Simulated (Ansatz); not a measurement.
**AlO (oxoaluminum) at 6 levels**

Wanted: a comparison of 6 runs (U-revPBE/6-31G, UB3LYP/6-31G, UBLYP/3-21G, UCCSDT/6-31G, UCCSDTQ/6-31G, UCCSD(T)/3-21G) of AlO (oxoaluminum). 

The calculation is run with Ansatz 0.2.0.

74 further runs of the same task are left out: 3 that didn't finish, 71 set aside as unsound or not needed.

**1. The system as given**

AlO: 2 atoms, total charge 0, spin state doublet. As SMILES, `[O]=[Al]`. The Al2–O1 distance was set to 3.140 Å, away from the relaxed value.

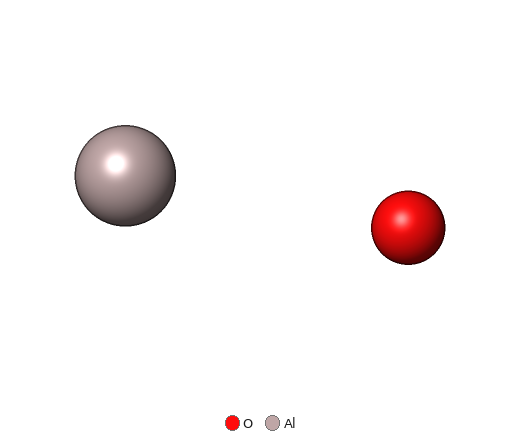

The structure, seen from a chosen angle (oxygen red, aluminium light grey).

**2. A single-point energy at U-revPBE/6-31G (run 1)**

input.yaml

```yaml
crystal:
  periodic: [false, false, false]
  atoms:
    - symbol: O
      position_ang: [0.000000, 0.000000, -1.570050]
    - symbol: Al
      position_ang: [0.000000, 0.000000, 1.570050]
basis:
  gaussian: {orbitals: 6-31G}
total_charge: 0
magnetization: {spin_polarized: true, initial_magnetization: 1}
hamiltonian: {xc: {name: revPBE}}
accuracy: high
```

On the command line:

```
$ ansatz run input.yaml --threads 1 --pin off --max-ram 2610MiB --events-out events.jsonl --progress --plain --runs-dir runs
```

Standard output:

```text
Warning: RAYON_NUM_THREADS=1 ignored (pool sized by the plan → 1); use --threads N
Functional definition: revPBE
  name "revPBE"
  parameter kappa = 1.245
  parameter beta = 0.06672455060314922
  exchange = pbe_x(kappa = kappa, mu = beta*pi^2/3)
  correlation = pbe_c(beta = beta)
387 factors; integrals over basis functions are off by at most 3.1e-9 eV
mean field evaluation 1: about -8605.7794 eV, gradient 6.3e1 eV
mean field evaluation 2: about -8209.0850 eV, gradient 5.9e1 eV
mean field evaluation 4: about -8525.5700 eV, gradient 1.3e2 eV
mean field evaluation 8: about -8635.2496 eV, gradient 3.8e0 eV
mean field evaluation 16: about -8635.9593 eV, gradient 3.2e-1 eV
mean field evaluation 32: about -8632.3221 eV, gradient 2.2e1 eV
mean field evaluation 64: about -8635.9019 eV, gradient 1.6e-1 eV
mean field evaluation 96: about -8634.3770 eV, gradient 1.6e1 eV
mean field evaluation 128: about -8636.3946 eV, gradient 8.3e-1 eV
mean field evaluation 160: about -8636.1817 eV, gradient 7.0e-1 eV
mean field evaluation 192: about -8636.2348 eV, gradient 1.1e0 eV
mean field evaluation 224: about -8634.8872 eV, gradient 1.4e0 eV
mean field -8636.43718177 eV, -317.3832124428 hartree, gradient 6.1e-8 eV, S^2 1.007017; 12 other end points of the search recorded, 0 dependent functions left out
reference -8636.43718512 eV, -317.3832125657 hartree; 11, 10 occupied and 11, 12 virtual orbitals, 387 factors
Total energy: -8636.43718512 eV, -317.3832125657 hartree
```

It took 2.8 s on 1 thread of AMD EPYC 9R45 (Zen 5), shared host.

**3. A single-point energy at UB3LYP/6-31G (run 2)**

in.yaml

```yaml
crystal:
  periodic: [false, false, false]
  atoms:
    - {symbol: O, position_ang: [0.000000, 0.000000, -1.570050]}
    - {symbol: Al, position_ang: [0.000000, 0.000000, 1.570050]}
basis:
  gaussian:
    orbitals: 6-31G
magnetization:
  spin_polarized: true
  initial_magnetization: 1
hamiltonian:
  xc: {name: B3LYP}
accuracy: high
```

On the command line:

```
$ ansatz run in.yaml --threads 1 --pin off --max-ram 2610MiB --events-out events.jsonl --progress --plain --runs-dir runs
```

Standard output:

```text
Warning: RAYON_NUM_THREADS=1 ignored (pool sized by the plan → 1); use --threads N
Functional definition: B3LYP
  name "B3LYP"
  parameter a0 = 0.2
  parameter ax = 0.72
  parameter ac = 0.81
  exchange = (1 - a0 - ax)*slater_x + ax*b88_x + a0*exact_x
  correlation = (1 - ac)*vwn_rpa_c + ac*lyp_c
387 factors; integrals over basis functions are off by at most 3.1e-9 eV
mean field evaluation 1: about -8612.0176 eV, gradient 5.9e1 eV
mean field evaluation 2: about -8218.9890 eV, gradient 7.3e1 eV
mean field evaluation 4: about -8573.2667 eV, gradient 1.0e2 eV
mean field evaluation 8: about -8637.7541 eV, gradient 4.1e0 eV
mean field evaluation 16: about -8638.2638 eV, gradient 6.8e-1 eV
mean field evaluation 32: about -8612.0176 eV, gradient 5.9e1 eV
mean field evaluation 64: about -8636.8882 eV, gradient 1.1e1 eV
mean field evaluation 96: about -8636.8882 eV, gradient 1.1e1 eV
mean field -8638.77493202 eV, -317.4691231797 hartree, gradient 4.1e-9 eV, S^2 1.055907; 12 other end points of the search recorded, 0 dependent functions left out
reference -8638.77495925 eV, -317.4691241805 hartree; 11, 10 occupied and 11, 12 virtual orbitals, 387 factors
Total energy: -8638.77495925 eV, -317.4691241805 hartree
```

It took 2.5 s on 1 thread of AMD EPYC 9R45 (Zen 5), shared host; peak memory 0.13 GiB.

**4. A single-point energy at UBLYP/3-21G (run 3)**

molecule.yaml

```yaml
crystal:
  periodic: [false, false, false]
  atoms:
    - {symbol: O, position_ang: [0.000000, 0.000000, -1.570050]}
    - {symbol: Al, position_ang: [0.000000, 0.000000, 1.570050]}
basis:
  gaussian:
    orbitals: 3-21G.json
accuracy: high
magnetization:
  spin_polarized: true
  initial_magnetization: 1
hamiltonian:
  xc: {name: BLYP}
total_charge: 0
```

The basis set 3-21G is read from a file made from the Basis Set Exchange's data (not shown).

On the command line:

```
$ ansatz run molecule.yaml --threads 1 --pin off --max-ram 2610MiB --events-out events.jsonl --progress --plain --runs-dir runs
```

Standard output:

```text
Warning: RAYON_NUM_THREADS=1 ignored (pool sized by the plan → 1); use --threads N
Functional definition: BLYP
  name "BLYP"
  parameter beta = 0.0042
  parameter a = 0.04918
  parameter b = 0.132
  parameter c = 0.2533
  parameter d = 0.349
  exchange = b88_x(beta = beta)
  correlation = lyp_c(a = a, b = b, c = c, d = d)
384 factors; integrals over basis functions are off by at most 4.8e-9 eV
mean field evaluation 1: about -8568.3949 eV, gradient 5.9e1 eV
mean field evaluation 2: about -8167.6515 eV, gradient 7.2e1 eV
mean field evaluation 4: about -8514.2702 eV, gradient 1.3e2 eV
mean field evaluation 8: about -8590.0345 eV, gradient 1.1e1 eV
mean field evaluation 16: about -8591.1366 eV, gradient 7.6e-1 eV
mean field evaluation 32: about -8589.5897 eV, gradient 6.5e0 eV
mean field evaluation 64: about -8590.6058 eV, gradient 7.2e-1 eV
mean field evaluation 96: about -8589.7656 eV, gradient 1.1e1 eV
mean field evaluation 128: about -8591.3370 eV, gradient 9.9e-2 eV
mean field evaluation 160: about -8590.0343 eV, gradient 2.3e0 eV
mean field evaluation 192: about -8590.9064 eV, gradient 3.8e0 eV
mean field -8591.33741046 eV, -315.7258264166 hartree, gradient 1.9e-8 eV, S^2 1.053217; 11 other end points of the search recorded, 0 dependent functions left out
reference -8591.33744491 eV, -315.7258276826 hartree; 11, 10 occupied and 11, 12 virtual orbitals, 384 factors
Total energy: -8591.33744491 eV, -315.7258276826 hartree
```

Run time: 2.6 s. Hardware: 1 thread of AMD EPYC 9R45 (Zen 5), shared host.

Runs 4 to 5 aren't shown in full; the table further down has their settings and results.

**5. The energy at UCCSD(T)/3-21G (run 6)**

in.yaml, as its differences from that of step 3:

```diff
@@ -7,3 +7,3 @@
   gaussian:
-    orbitals: 6-31G
+    orbitals: 3-21G.json
 magnetization:
@@ -11,4 +11,7 @@
   initial_magnetization: 1
-hamiltonian:
-  xc: {name: B3LYP}
+scf:
+  omitted_lower_state_checks: [cluster_reference, increment]
+correlation:
+  method: ccsd_t
+  frozen_orbitals: {Al: 5, O: 1}
 accuracy: high
```

The basis set 3-21G is read from a file made from the Basis Set Exchange's data (not shown).

On the command line:

```
$ ansatz run in.yaml --threads 1 --pin off --max-ram 2610MiB --events-out events.jsonl --progress --plain --runs-dir runs
```

Standard output:

```text
Warning: RAYON_NUM_THREADS=1 ignored (pool sized by the plan → 1); use --threads N
[... 27 lines left out ...]
6 core orbitals not correlated: weight in the atoms' cores, before any rotation towards them, 1.000 or more for the frozen orbitals, at most 0.000 for the correlated occupied ones
[... 62 lines left out ...]
Total energy: -8572.81301052 eV, -315.0450672751 hartree
Checks for a lower state left out: cluster_reference, increment
```

Run time: 0.68 s. Hardware: 1 thread of AMD EPYC 9R45 (Zen 5), shared host.

**6. Overview of the runs**

```tsv
run	level	frozen core orbitals	energy (Eh)	⟨S²⟩	wall time
1	U-revPBE/6-31G	–	-317.383213	1.007	2.8 s
2	UB3LYP/6-31G	–	-317.469124	1.056	2.5 s
3	UBLYP/3-21G	–	-315.725828	1.053	2.6 s
4	UCCSDT/6-31G	6	-316.752736	1.632	1.5 s
5	UCCSDTQ/6-31G	6	-316.753464	1.632	41 s
6	UCCSD(T)/3-21G	6	-315.045067	1.744	0.68 s
```

**7. Outcome**

```
                                          quantity          value
                               run 6: total energy  -315.04507 Eh
run 6: correlation energy (6 core orbitals frozen)      -95.5 mEh
                             run 6: (T) correction      -3.49 mEh
          run 6: ⟨S²⟩ of the reference determinant          1.744
                              run 6: T1 diagnostic          0.079
```

Totals of different functionals can't be ranked against each other. Spin contamination of the reference: run 6 ⟨S²⟩ = 1.74, run 4 ⟨S²⟩ = 1.63, run 5 ⟨S²⟩ = 1.63, run 2 ⟨S²⟩ = 1.06, run 3 ⟨S²⟩ = 1.05, run 1 ⟨S²⟩ = 1.01. Where it is this large, the reference is a mixture of spin states, and values that rest on it are in doubt. All runs together took 51 s, the longest 41 s.
